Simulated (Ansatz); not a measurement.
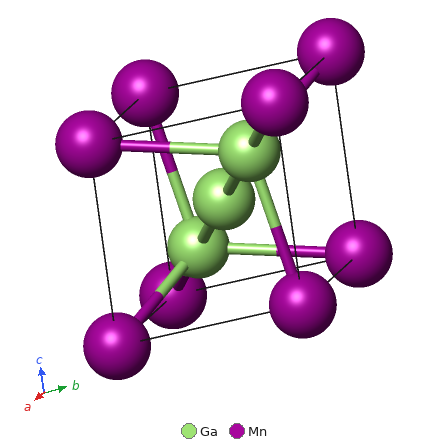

System: MnGa₃, space group Fm-3m (No. 225) (cell built by us, not taken from a database). The picture shows the cell.

Structure:
```xyz
4
Lattice="0.0000 3.2467 3.2467 3.2467 0.0000 3.2467 3.2467 3.2467 0.0000" Properties=species:S:1:pos:R:3 pbc="T T T"
Ga    1.6234    1.6234    1.6234
Ga    4.8701    4.8701    4.8701
Ga    3.2467    3.2467    3.2467
Mn    0.0000    0.0000    0.0000
```

One of the inputs:
```
crystal:
  lattice:
    - [0.0, 3.2467030344, 3.2467030344]
    - [3.2467030344, 0.0, 3.2467030344]
    - [6.4934060687, 6.4934060687, 0.0]
  atoms:
    - { symbol: Ga, position: [0.25, 0.25, 0.125] }
    - { symbol: Ga, position: [0.75, 0.75, 0.375] }
    - { symbol: Ga, position: [0.5, 0.5, 0.25] }
    - { symbol: Mn, position: [0.0, 1.0, 1.0], spin: 4.0 }
    - { symbol: Ga, position: [0.25, 0.25, 0.625] }
    - { symbol: Ga, position: [0.75, 0.75, 0.875] }
    - { symbol: Ga, position: [0.5, 0.5, 0.75] }
    - { symbol: Mn, position: [0.0, 1.0, 0.5], spin: -4.0 }
basis:
  ecutwfc: 420
kpoints:
  mp_grid: { grid: [12, 12, 6] }
hamiltonian:
  xc: pbe
scf:
  occupations: { method: gaussian, width: 0.1 }
  lower_state_search: "off"
output:
  forces: true
  stress: true
  eigenvalues: true
  populations: true
magnetization:
  spin_polarized: true
```

Run as:
```bash
ansatz run input.yaml --threads 1 --pin off --max-ram 2560MiB --backend cpu --events-out ev --progress --plain --runs-dir out
```

Computed with Ansatz 0.2.0: several magnetic starts of one crystal ranked at fixed atoms, signs over the magnetic atoms (u up, d down), a propagation vector with a half doubling the cell with reversed moments; plane-wave DFT of a periodic cell. Level: PBE.

```tsv
setting	value
cell charge	0 e
exact exchange fraction	0
dispersion correction	none
potentials	PAW default
wave cutoff	420 eV
k mesh	12x12x12
occupation rule	Gaussian
occupation width	0.1 eV
```

The k mesh is that of the cell as given; doubled cells use half as many points along the doubled vectors; key: 1 = non-magnetic; 2 = ferromagnetic; 3 = parallel large; 4 = antiferromagnetic doubled q=(0 0 1/2); 5 = antiferromagnetic doubled q=(0 1/2 1/2); 6 = parallel small.

Predict the energy above the lowest of each magnetic start.

Among these starts the lowest is no. 4; the next, no. 5, is 1 meV/atom higher. In rising order: no. 4 (0), no. 5 (1), no. 2 (5), no. 3 (5), no. 6 (5), no. 1 (300), in meV/atom. The largest site moment, in μB, is 0.000 for no. 1, 3.667 for no. 2, 3.667 for no. 3, 3.677 for no. 4, 3.679 for no. 5 and 3.667 for no. 6. The final order is non-magnetic for no. 1, ferromagnetic for no. 2, ferromagnetic for no. 3, antiferromagnetic for no. 4, antiferromagnetic for no. 5 and ferromagnetic for no. 6.

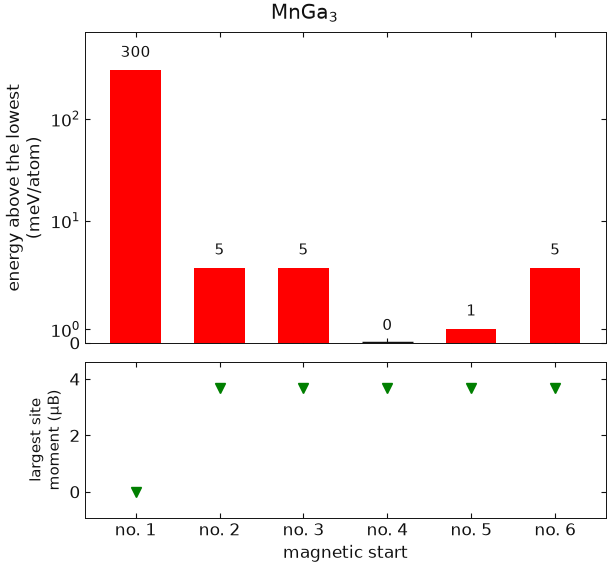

The energy axis is linear near zero and logarithmic beyond.
